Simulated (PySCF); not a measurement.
**GaH: from the state search to spectroscopic constants**

Aim: find the lowest electronic state of GaH, scan its bond at several levels of theory, and get bond length, wavenumber and dissociation energy from each curve.

Computed with PySCF 2.14.0. Level: Ga x2c-SVPall, H x2c-SVPall, spin-free X2C with a Gaussian nucleus.

## Step 1: The job

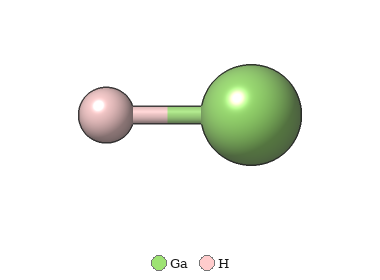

The two atoms at the starting distance (gallium green, hydrogen pink).

A driver script around PySCF takes these settings:

```
atoms                         : Ga, H
charge                        : 0
basis                         : Ga x2c-SVPall, H x2c-SVPall
Hamiltonian                   : spin-free X2C with a Gaussian nucleus
basis functions               : 37
electrons treated             : 32
masses in u                   : 68.9256, 1.0078
levels                        : PBE0, PBE, r²SCAN, MN15, B3LYP, PW91, LC-ωPBE, HF, MP2, SCS-MP2, CCSD, CCSD(T)
grid                          : 80 radial by 434 angular points
occupations                   : held fixed by the projection of orbital angular momentum
dissociation limit            : Ga + H, each in its ground configuration
starting distance in angstrom : 1.525
values of 2S to try           : 0, 2
```

Command:

```sh
> OMP_NUM_THREADS=1 python dia.py task.json out
```

The job searches for the state first and then visits each distance with every level. Its results follow level by level.

## Step 2: Search for the lowest state

At the starting distance of 1.525 Å the search finds these solutions (others can lie among them):

```
2Ms+1  unpaired          term  E (eV)  ⟨S²⟩  ⟨Lz²⟩  μ (D)
    1      none           ¹Σ⁺    0.00  0.00   0.00   0.36
    3  σ ↑, π ↑            ³Π    1.95  2.00   1.00  -0.08
    1  σ ↑, π ↓  not assigned    2.33  1.01   1.00   0.11
    3      π ↑↑           ³Σ⁻    5.54  2.10   0.00  -0.44
    1      π ↑↓  not assigned    5.97  1.00   2.01  -0.52
    3      σ ↑↑           ³Σ⁺    6.16  2.00   0.00   1.15
```

6 of 11 solutions are listed, lowest first.

A term symbol stands only where ⟨S²⟩ and ⟨Lz²⟩ are near those of a pure state. A positive dipole means Ga(−)H(+).

The most promising solutions are followed along the bond (rough minima from three points):

```csv
2Ms+1,unpaired,R at minimum (Å),energy at minimum (eV)
1,none,1.68,0.00
3,"σ ↑, π ↑",1.61,2.05
```

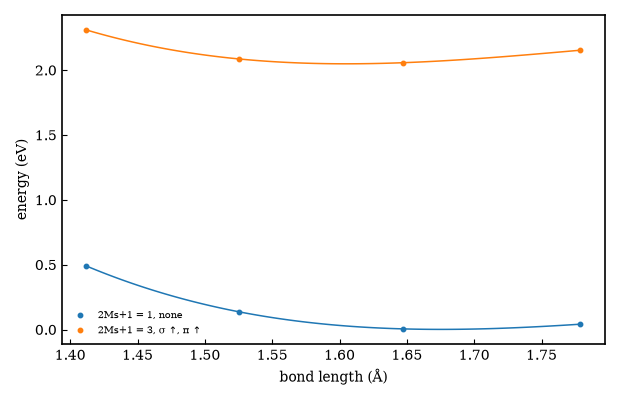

The followed solutions along the bond.

The search made 12 SCF attempts at the starting distance; with the short scans it took 10 s of wall time (1 thread of Intel Xeon Platinum 8375C at 2.90GHz (Ice Lake), shared host).

## Step 3: First curve: PBE0

State followed: ¹Σ⁺ (singlet), closed shell. The scan is laid around 1.680 Å.

The SCF at the reference distance, 1.680 Å, printed:

```text
******** <class 'pyscf.dft.uks_symm.SymAdaptedUKS'> ********
method = SymAdaptedUKS
initial guess = minao
damping factor = 0
level_shift factor = 0
DIIS = <class 'pyscf.scf.diis.CDIIS'>
diis_start_cycle = 1
diis_space = 10
diis_damp = 0
SCF conv_tol = 1e-09
SCF conv_tol_grad = None
SCF max_cycles = 60
direct_scf = False
max_memory 909 MB (current use 251 MB)
number electrons alpha = 16  beta = 16
XC library pyscf.dft.libxc version 7.0.0
    S. Lehtola, C. Steigemann, M. J.T. Oliveira, and M. A.L. Marques.,  SoftwareX 7, 1–5 (2018)
XC functionals = PBE0
    C. Adamo and V. Barone.,  J. Chem. Phys. 110, 6158 (1999)
    M. Ernzerhof and G. E. Scuseria.,  J. Chem. Phys. 110, 5029 (1999)
small_rho_cutoff = 0
Overwritten attributes  get_k get_jk get_occ get_j get_hcore  of <class 'pyscf.dft.uks_symm.SymAdaptedUKS'>
<class 'pyscf.dft.uks_symm.SymAdaptedUKS'> does not have attributes  refdm
Set gradient conv threshold to 3.16228e-05
init E= -1943.82531318819
cycle= 1 E= -1943.8295890124  delta_E= -0.00428  |g|= 0.00448  |ddm|= 0.0224
cycle= 2 E= -1943.82960576882  delta_E= -1.68e-05  |g|= 0.00278  |ddm|= 0.018
cycle= 3 E= -1943.82961416229  delta_E= -8.39e-06  |g|= 0.000308  |ddm|= 0.00616
cycle= 4 E= -1943.82961418122  delta_E= -1.89e-08  |g|= 0.000105  |ddm|= 0.000204
cycle= 5 E= -1943.82961418437  delta_E= -3.15e-09  |g|= 1.9e-05  |ddm|= 0.000183
cycle= 6 E= -1943.82961418453  delta_E= -1.61e-10  |g|= 2.6e-07  |ddm|= 2.78e-05
Extra cycle  E= -1943.82961418453  delta_E=    0  |g|= 1.66e-07  |ddm|= 2.14e-06
converged SCF energy = -1943.82961418453  <S^2> = -1.4210855e-14  2S+1 = 1
```

The curve and what changes along it:

| R (Å) | E (eV) | μ (D) | Mulliken charge of Ga (e) | Mayer bond order | ⟨S²⟩ | HOMO (eV) | LUMO (eV) |
| --- | --- | --- | --- | --- | --- | --- | --- |
| 1.4448 | 0.3580 | 0.70 | 0.17 | 0.90 | 0.00 | -5.76 | -1.59 |
| 1.5120 | 0.1644 | 0.41 | 0.18 | 0.91 | 0.00 | -5.82 | -1.60 |
| 1.5792 | 0.0531 | 0.12 | 0.18 | 0.91 | 0.00 | -5.88 | -1.62 |
| 1.6296 | 0.0121 | -0.10 | 0.19 | 0.91 | 0.00 | -5.91 | -1.63 |
| 1.6800 | 0.0000 | -0.32 | 0.19 | 0.92 | 0.00 | -5.93 | -1.65 |
| 1.7304 | 0.0117 | -0.54 | 0.20 | 0.92 | 0.00 | -5.94 | -1.67 |
| 1.7976 | 0.0566 | -0.84 | 0.21 | 0.92 | 0.00 | -5.95 | -1.69 |
| 1.8816 | 0.1487 | -1.20 | 0.22 | 0.92 | 0.00 | -5.94 | -1.73 |
| 1.9824 | 0.2962 | -1.63 | 0.23 | 0.92 | 0.00 | -5.91 | -1.79 |
| 2.1168 | 0.5313 | -2.17 | 0.24 | 0.92 | 0.00 | -5.82 | -1.86 |

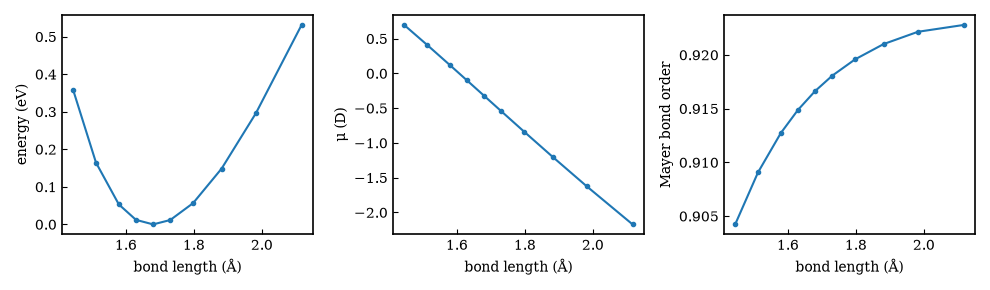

The PBE0 energy and properties against bond length.

Constants from the curve: Re = 1.679 Å, ωe = 1600 cm⁻¹, ωexe = 24.9 cm⁻¹, αe = 0.171 cm⁻¹, Be = 6.022 cm⁻¹, De = 2.85 eV, μ = -0.32 D.

Orbitals nearest the gap at 1.680 Å:

```csv
spin,orbital,ε (eV),filled,made of
both,δ,-22.58,yes,Ga d 100 %
both,δ,-22.58,yes,Ga d 100 %
both,π,-22.33,yes,Ga d 100 %
both,π,-22.33,yes,Ga d 100 %
both,σ,-22.31,yes,Ga d 100 %
both,σ,-10.99,yes,"Ga s 72 %, H s 24 %"
both,σ,-5.93,yes,"Ga p 40 %, H s 35 %, Ga s 24 %"
both,π,-1.65,no,Ga p 100 %
both,π,-1.65,no,Ga p 100 %
both,σ,2.27,no,"Ga p 66 %, H s 27 %"
```

Polarisability there: 43.1 bohr³ along the bond, 27.1 across it. Without diffuse functions these come out too small, above all across the bond.

## Step 4: Fields at the reference distance

The fields below are evaluated on a grid from the run's orbitals.

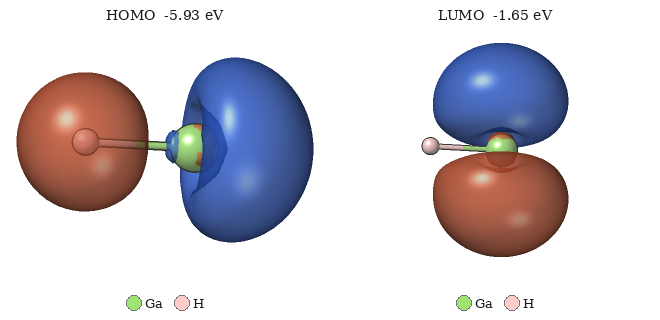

Frontier orbitals at PBE0; each surface holds 70 % of the orbital's density, blue and red mark the sign.

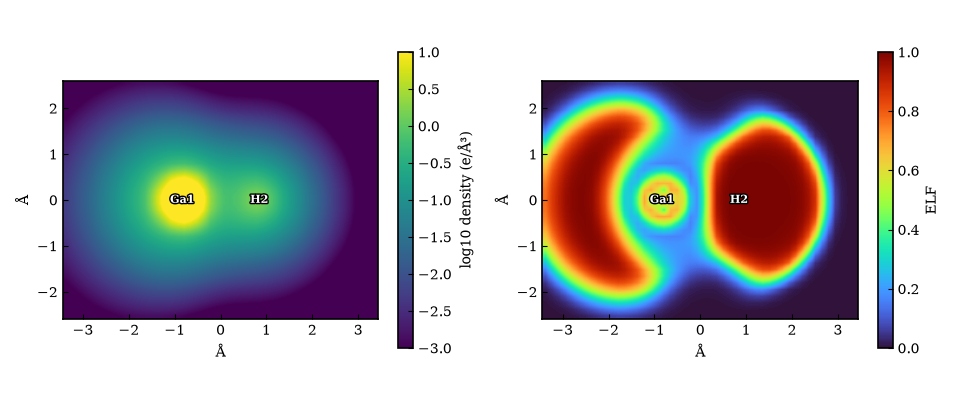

Density (left) and ELF (right) in a plane through or near 2 of the atoms.

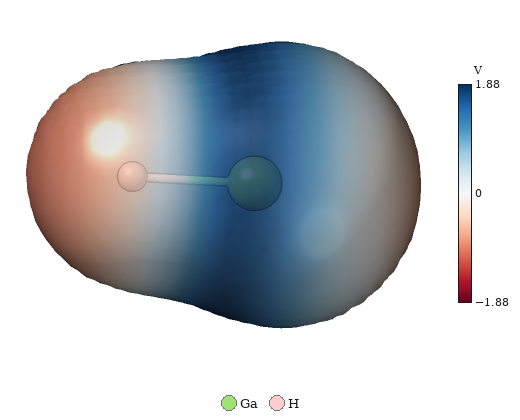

The potential that a unit positive charge feels on the 0.002 e/bohr³ surface, from the 1st to the 99th percentile, from -0.99 to 1.88 V.

## Step 5: Higher solutions at PBE0

State 2: ³Π (triplet), unpaired electrons σ ↑, π ↑, an excited solution.

Log of the SCF at 1.680 Å:

```text
[... 13 set-up lines left out, the same as in an earlier log ...]
max_memory 909 MB (current use 286 MB)
number electrons alpha = 17  beta = 15
[... 7 set-up lines left out, the same as in an earlier log ...]
init E= -1943.74759583977
cycle= 1 E= -1943.75343801904  delta_E= -0.00584  |g|= 0.00348  |ddm|= 0.0189
cycle= 2 E= -1943.75345265361  delta_E= -1.46e-05  |g|= 0.00295  |ddm|= 0.0113
cycle= 3 E= -1943.75345838494  delta_E= -5.73e-06  |g|= 0.000716  |ddm|= 0.00377
cycle= 4 E= -1943.75345930877  delta_E= -9.24e-07  |g|= 0.000391  |ddm|= 0.00203
cycle= 5 E= -1943.7534597251  delta_E= -4.16e-07  |g|= 0.000193  |ddm|= 0.00201
cycle= 6 E= -1943.75345976397  delta_E= -3.89e-08  |g|= 1.85e-05  |ddm|= 0.000615
cycle= 7 E= -1943.75345976422  delta_E= -2.46e-10  |g|= 1.89e-06  |ddm|= 4.14e-05
Extra cycle  E= -1943.75345976422  delta_E= -6.37e-12  |g|= 1.29e-06  |ddm|= 4.93e-06
converged SCF energy = -1943.75345976422  <S^2> = 2.0076002  2S+1 = 3.0050625
```

Re = 1.606 Å, ωe = 1626 cm⁻¹, ωexe = 70.3 cm⁻¹, αe = 0.320 cm⁻¹, Be = 6.580 cm⁻¹, μ = -0.13 D. Its minimum lies 2.05 eV above that of the lowest state.

Energy (eV) from the lowest point of the lowest state:

| R (Å) | lowest | state 2 |
| --- | --- | --- |
| 1.445 | 0.358 | 2.218 |
| 1.512 | 0.164 | 2.100 |
| 1.579 | 0.053 | 2.053 |
| 1.630 | 0.012 | 2.052 |
| 1.680 | 0.000 | 2.072 |
| 1.730 | 0.012 | 2.108 |
| 1.798 | 0.057 | 2.172 |
| 1.882 | 0.149 | 2.265 |
| 1.982 | 0.296 | 2.379 |
| 2.117 | 0.531 | 2.512 |

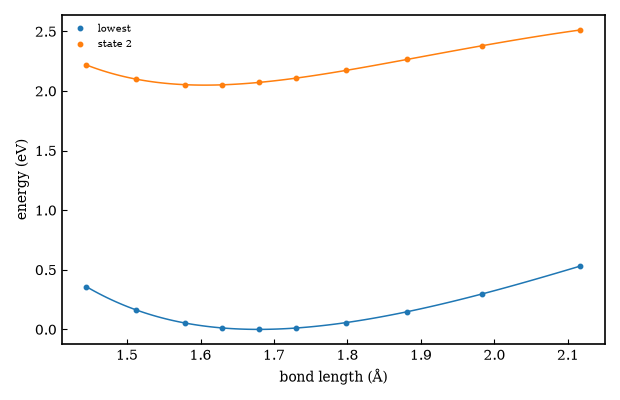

PBE0 curves of the followed states.

## Step 6: PBE (GGA)

The SCF at the reference distance, 1.680 Å, printed:

```text
[... 13 set-up lines left out, the same as in an earlier log ...]
max_memory 909 MB (current use 264 MB)
[... 3 set-up lines left out, the same as in an earlier log ...]
XC functionals = PBE
    J. P. Perdew, K. Burke, and M. Ernzerhof.,  Phys. Rev. Lett. 77, 3865 (1996)
    J. P. Perdew, K. Burke, and M. Ernzerhof.,  Phys. Rev. Lett. 78, 1396 (1997)
    J. P. Perdew, K. Burke, and M. Ernzerhof.,  Phys. Rev. Lett. 77, 3865 (1996)
    J. P. Perdew, K. Burke, and M. Ernzerhof.,  Phys. Rev. Lett. 78, 1396 (1997)
[... 2 set-up lines left out, the same as in an earlier log ...]
init E= -1943.81239528748
cycle= 1 E= -1943.81245182005  delta_E= -5.65e-05  |g|= 0.0839  |ddm|= 0.0825
cycle= 2 E= -1943.81056537746  delta_E= 0.00189  |g|= 0.127  |ddm|= 0.0977
cycle= 3 E= -1943.81382399529  delta_E= -0.00326  |g|= 0.0015  |ddm|= 0.065
cycle= 4 E= -1943.81382531333  delta_E= -1.32e-06  |g|= 0.000248  |ddm|= 0.00308
cycle= 5 E= -1943.81382538083  delta_E= -6.75e-08  |g|= 5.24e-05  |ddm|= 0.000747
cycle= 6 E= -1943.81382538379  delta_E= -2.95e-09  |g|= 2.01e-06  |ddm|= 0.000123
cycle= 7 E= -1943.81382538379  delta_E= -4.32e-12  |g|= 9.55e-08  |ddm|= 3.55e-06
Extra cycle  E= -1943.81382538379  delta_E= 1.14e-12  |g|= 1.07e-07  |ddm|= 5.73e-07
converged SCF energy = -1943.81382538379  <S^2> = -1.4210855e-14  2S+1 = 1
```

Re = 1.699 Å, ωe = 1530 cm⁻¹, ωexe = 24.6 cm⁻¹, αe = 0.172 cm⁻¹, Be = 5.880 cm⁻¹, De = 2.88 eV, μ = -0.44 D.

## Step 7: r²SCAN (meta-GGA)

Output of the SCF at 1.680 Å:

```text
[... 17 set-up lines left out, the same as in an earlier log ...]
XC functionals = R2SCAN
    J. W. Furness, A. D. Kaplan, J. Ning, J. P. Perdew, and J. Sun.,  J. Phys. Chem. Lett. 11, 8208-8215 (2020)
    J. W. Furness, A. D. Kaplan, J. Ning, J. P. Perdew, and J. Sun.,  J. Phys. Chem. Lett. 11, 9248-9248 (2020)
    J. W. Furness, A. D. Kaplan, J. Ning, J. P. Perdew, and J. Sun.,  J. Phys. Chem. Lett. 11, 8208-8215 (2020)
    J. W. Furness, A. D. Kaplan, J. Ning, J. P. Perdew, and J. Sun.,  J. Phys. Chem. Lett. 11, 9248-9248 (2020)
[... 2 set-up lines left out, the same as in an earlier log ...]
init E= -1944.06720913304
cycle= 1 E= -1944.0677837409  delta_E= -0.000575  |g|= 0.0195  |ddm|= 0.0673
cycle= 2 E= -1944.06770043036  delta_E= 8.33e-05  |g|= 0.0282  |ddm|= 0.0266
cycle= 3 E= -1944.06786204999  delta_E= -0.000162  |g|= 0.000283  |ddm|= 0.0138
cycle= 4 E= -1944.06786210091  delta_E= -5.09e-08  |g|= 0.000131  |ddm|= 0.000985
cycle= 5 E= -1944.06786212297  delta_E= -2.21e-08  |g|= 1.24e-05  |ddm|= 0.00035
cycle= 6 E= -1944.06786212307  delta_E= -1.05e-10  |g|= 8.55e-07  |ddm|= 2.01e-05
Extra cycle  E= -1944.06786212308  delta_E= -9.09e-13  |g|= 4.77e-07  |ddm|= 2.63e-06
converged SCF energy = -1944.06786212308  <S^2> = -1.0658141e-14  2S+1 = 1
```

Re = 1.671 Å, ωe = 1606 cm⁻¹, ωexe = 25.9 cm⁻¹, αe = 0.177 cm⁻¹, Be = 6.076 cm⁻¹, De = 2.90 eV, μ = -0.28 D.

## Step 8: MN15

Log of the SCF at 1.680 Å:

```text
[... 13 set-up lines left out, the same as in an earlier log ...]
max_memory 909 MB (current use 265 MB)
[... 3 set-up lines left out, the same as in an earlier log ...]
XC functionals = MN15
    H. S. Yu, X. He, S. L. Li, and D. G. Truhlar.,  Chem. Sci. 7, 5032-5051 (2016)
    H. S. Yu, X. He, S. L. Li, and D. G. Truhlar.,  Chem. Sci. 7, 5032-5051 (2016)
[... 2 set-up lines left out, the same as in an earlier log ...]
init E= -1945.25701601691
cycle= 1 E= -1945.25948592757  delta_E= -0.00247  |g|= 0.0817  |ddm|= 0.183
cycle= 2 E= -1945.25886827745  delta_E= 0.000618  |g|= 0.101  |ddm|= 0.0766
cycle= 3 E= -1945.26083895948  delta_E= -0.00197  |g|= 0.00096  |ddm|= 0.0463
cycle= 4 E= -1945.2608397142  delta_E= -7.55e-07  |g|= 0.00032  |ddm|= 0.0034
cycle= 5 E= -1945.26083983327  delta_E= -1.19e-07  |g|= 2.97e-05  |ddm|= 0.000768
cycle= 6 E= -1945.26083983472  delta_E= -1.45e-09  |g|= 3.63e-06  |ddm|= 0.000226
cycle= 7 E= -1945.26083983474  delta_E= -1.27e-11  |g|= 5.77e-07  |ddm|= 1.93e-05
Extra cycle  E= -1945.26083983473  delta_E= 6.82e-13  |g|= 5.82e-07  |ddm|= 2.32e-06
converged SCF energy = -1945.26083983473  <S^2> = -1.0658141e-14  2S+1 = 1
```

Re = 1.672 Å, ωe = 1613 cm⁻¹, ωexe = 25.4 cm⁻¹, αe = 0.173 cm⁻¹, Be = 6.069 cm⁻¹, De = 2.95 eV, μ = -0.26 D. 9.9 s of CPU time for 12 points, integrals apart.

## Step 9: B3LYP (global hybrid GGA)

Output of the SCF at 1.680 Å:

```text
[... 17 set-up lines left out, the same as in an earlier log ...]
XC functionals = B3LYP
    P. J. Stephens, F. J. Devlin, C. F. Chabalowski, and M. J. Frisch.,  J. Phys. Chem. 98, 11623 (1994)
[... 2 set-up lines left out, the same as in an earlier log ...]
init E= -1944.14553332485
cycle= 1 E= -1944.14559840192  delta_E= -6.51e-05  |g|= 0.0274  |ddm|= 0.0354
cycle= 2 E= -1944.1454941292  delta_E= 0.000104  |g|= 0.0357  |ddm|= 0.0325
cycle= 3 E= -1944.14575239914  delta_E= -0.000258  |g|= 0.000502  |ddm|= 0.018
cycle= 4 E= -1944.1457526346  delta_E= -2.35e-07  |g|= 7.72e-05  |ddm|= 0.00116
cycle= 5 E= -1944.1457526387  delta_E= -4.1e-09  |g|= 1.37e-05  |ddm|= 0.000229
cycle= 6 E= -1944.14575263881  delta_E= -1.1e-10  |g|= 5.55e-07  |ddm|= 2.38e-05
Extra cycle  E= -1944.1457526388  delta_E= 1.82e-12  |g|= 5.61e-07  |ddm|= 1.4e-06
converged SCF energy = -1944.1457526388  <S^2> = -1.0658141e-14  2S+1 = 1
```

Re = 1.688 Å, ωe = 1564 cm⁻¹, ωexe = 24.8 cm⁻¹, αe = 0.172 cm⁻¹, Be = 5.954 cm⁻¹, De = 2.96 eV, μ = -0.45 D. 8.3 s of CPU time for 12 points, integrals apart.

## Step 10: PW91 (GGA)

Log of the SCF at 1.680 Å:

```text
[... 13 set-up lines left out, the same as in an earlier log ...]
max_memory 909 MB (current use 266 MB)
[... 3 set-up lines left out, the same as in an earlier log ...]
XC functionals = PW91,PW91
    J. P. Perdew. In P. Ziesche and H. Eschrig, editors, Proceedings of the 75. WE-Heraeus-Seminar and 21st Annual International Symposium on Electronic Structure of Solids, 11. Berlin, 1991. Akademie Verlag.
    J. P. Perdew, J. A. Chevary, S. H. Vosko, K. A. Jackson, M. R. Pederson, D. J. Singh, and C. Fiolhais.,  Phys. Rev. B 46, 6671 (1992)
    J. P. Perdew, J. A. Chevary, S. H. Vosko, K. A. Jackson, M. R. Pederson, D. J. Singh, and C. Fiolhais.,  Phys. Rev. B 48, 4978 (1993)
    J. P. Perdew. In P. Ziesche and H. Eschrig, editors, Proceedings of the 75. WE-Heraeus-Seminar and 21st Annual International Symposium on Electronic Structure of Solids, 11. Berlin, 1991. Akademie Verlag.
    J. P. Perdew, J. A. Chevary, S. H. Vosko, K. A. Jackson, M. R. Pederson, D. J. Singh, and C. Fiolhais.,  Phys. Rev. B 46, 6671 (1992)
    J. P. Perdew, J. A. Chevary, S. H. Vosko, K. A. Jackson, M. R. Pederson, D. J. Singh, and C. Fiolhais.,  Phys. Rev. B 48, 4978 (1993)
[... 2 set-up lines left out, the same as in an earlier log ...]
init E= -1944.26457806879
cycle= 1 E= -1944.26490444078  delta_E= -0.000326  |g|= 0.0759  |ddm|= 0.0978
cycle= 2 E= -1944.26338108625  delta_E= 0.00152  |g|= 0.114  |ddm|= 0.0833
cycle= 3 E= -1944.26601633986  delta_E= -0.00264  |g|= 0.00171  |ddm|= 0.0584
cycle= 4 E= -1944.26601791617  delta_E= -1.58e-06  |g|= 0.000197  |ddm|= 0.00344
cycle= 5 E= -1944.26601795363  delta_E= -3.75e-08  |g|= 5.42e-05  |ddm|= 0.000592
cycle= 6 E= -1944.26601795663  delta_E= -3e-09  |g|= 9.45e-07  |ddm|= 0.000122
cycle= 7 E= -1944.26601795663  delta_E= -2.73e-12  |g|= 2.04e-07  |ddm|= 3.72e-06
Extra cycle  E= -1944.26601795663  delta_E= 4.55e-13  |g|= 3.17e-07  |ddm|= 4.53e-07
converged SCF energy = -1944.26601795663  <S^2> = -1.0658141e-14  2S+1 = 1
```

Re = 1.696 Å, ωe = 1537 cm⁻¹, ωexe = 24.6 cm⁻¹, αe = 0.172 cm⁻¹, Be = 5.903 cm⁻¹, De = 2.90 eV, μ = -0.45 D. 5.5 s of CPU time for 12 points, integrals apart.

## Step 11: LC-ωPBE (range-separated hybrid)

Log of the SCF at 1.680 Å:

```text
[... 17 set-up lines left out, the same as in an earlier log ...]
XC functionals = LC_WPBE
    O. A. Vydrov and G. E. Scuseria.,  J. Chem. Phys. 125, 234109 (2006)
[... 2 set-up lines left out, the same as in an earlier log ...]
init E= -1943.85303293474
cycle= 1 E= -1943.85383440515  delta_E= -0.000801  |g|= 0.0536  |ddm|= 0.0708
cycle= 2 E= -1943.85380821304  delta_E= 2.62e-05  |g|= 0.056  |ddm|= 0.0547
cycle= 3 E= -1943.85440868043  delta_E= -0.0006  |g|= 0.00129  |ddm|= 0.0212
cycle= 4 E= -1943.8544106437  delta_E= -1.96e-06  |g|= 0.000102  |ddm|= 0.00591
cycle= 5 E= -1943.85441065931  delta_E= -1.56e-08  |g|= 1.66e-05  |ddm|= 0.00053
cycle= 6 E= -1943.85441066  delta_E= -6.89e-10  |g|= 2.74e-06  |ddm|= 0.000125
Extra cycle  E= -1943.85441066001  delta_E= -1.5e-11  |g|= 1.14e-06  |ddm|= 1.45e-05
converged SCF energy = -1943.85441066001  <S^2> = -1.4210855e-14  2S+1 = 1
```

Re = 1.653 Å, ωe = 1690 cm⁻¹, ωexe = 24.6 cm⁻¹, αe = 0.165 cm⁻¹, Be = 6.208 cm⁻¹, De = 2.84 eV, μ = -0.14 D.

## Step 12: RHF

Output of the SCF at 1.680 Å:

```text
******** <class 'pyscf.scf.hf_symm.SymAdaptedRHF'> ********
method = SymAdaptedRHF
[... 12 set-up lines left out, the same as in an earlier log ...]
Overwritten attributes  get_k get_jk get_occ get_j get_hcore  of <class 'pyscf.scf.hf_symm.SymAdaptedRHF'>
<class 'pyscf.scf.hf_symm.SymAdaptedRHF'> does not have attributes  refdm
[... 1 set-up line left out, the same as in an earlier log ...]
init E= -1942.39452358635
cycle= 1 E= -1942.40345328613  delta_E= -0.00893  |g|= 0.11  |ddm|= 0.267
cycle= 2 E= -1942.4045658829  delta_E= -0.00111  |g|= 0.0718  |ddm|= 0.159
cycle= 3 E= -1942.40508743097  delta_E= -0.000522  |g|= 0.00534  |ddm|= 0.0252
cycle= 4 E= -1942.40510754174  delta_E= -2.01e-05  |g|= 0.000586  |ddm|= 0.0264
cycle= 5 E= -1942.40510791811  delta_E= -3.76e-07  |g|= 6.33e-05  |ddm|= 0.00375
cycle= 6 E= -1942.40510792268  delta_E= -4.57e-09  |g|= 8.86e-06  |ddm|= 0.000501
cycle= 7 E= -1942.40510792276  delta_E= -7.5e-11  |g|= 8.68e-07  |ddm|= 6.53e-05
Extra cycle  E= -1942.40510792276  delta_E= -4.55e-13  |g|= 3.64e-07  |ddm|= 3.37e-06
converged SCF energy = -1942.40510792276
```

Re = 1.664 Å, ωe = 1681 cm⁻¹, ωexe = 26.0 cm⁻¹, αe = 0.171 cm⁻¹, Be = 6.128 cm⁻¹, De = 2.06 eV, μ = -0.04 D. 0.57 s of CPU time for 12 points, integrals apart.

(Part 1 of 2 ends here.)
